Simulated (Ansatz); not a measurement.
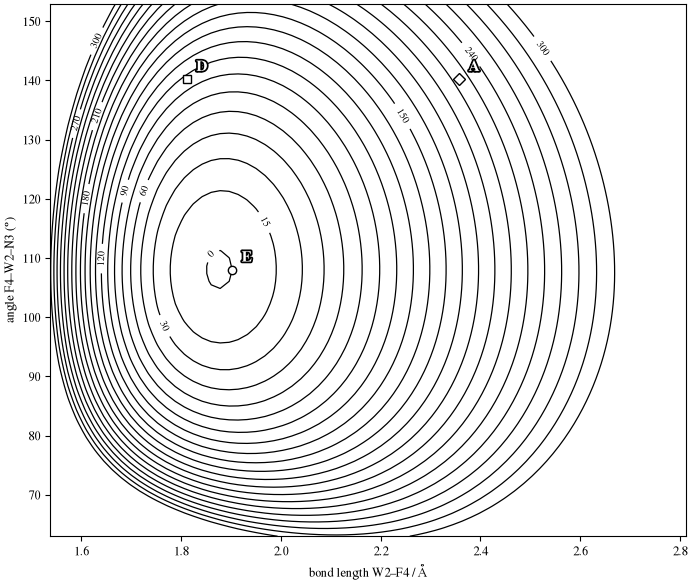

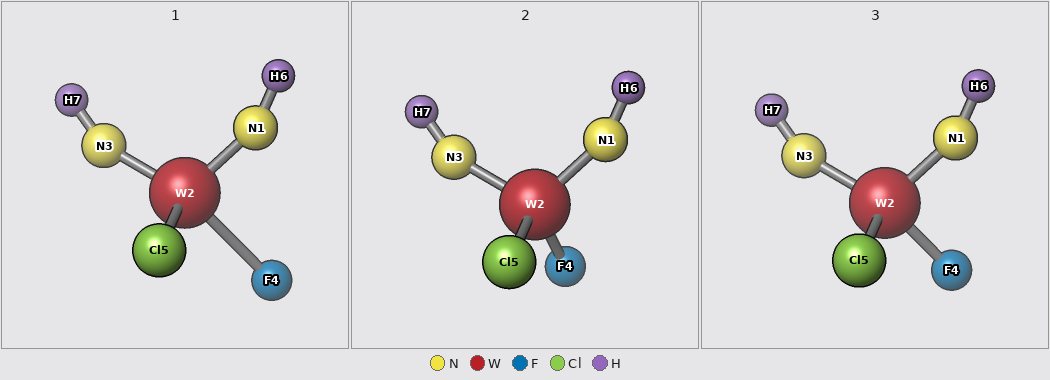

ClFH2N2W, SMILES [NH]=[W](=[NH])([F])[Cl]. The first coordinate is: bond length W2–F4; the second: angle F4–W2–N3. Nothing is relaxed (all other coordinates rigid). Grid: 15 × 15 points. Energies: kJ/mol, counted from the lowest grid point. The reference is spin-restricted, which grows unreliable where a bond is stretched far. Method: RKS PBE0-D4/def2-SVP in Ansatz.

Drawn: contour lines labelled in kJ/mol (none above 300), lettered points. Between grid points the surface is interpolated. The numbered pictures are the structures at these points, in random order.

### Which structure belongs to which point?

A is structure 1: bond length W2–F4 = 2.357 Å, angle F4–W2–N3 = 140.2°, 216 kJ/mol; D is structure 3: bond length W2–F4 = 1.811 Å, angle F4–W2–N3 = 140.2°, 100 kJ/mol; E is structure 2: bond length W2–F4 = 1.902 Å, angle F4–W2–N3 = 108.0°, 0 kJ/mol.
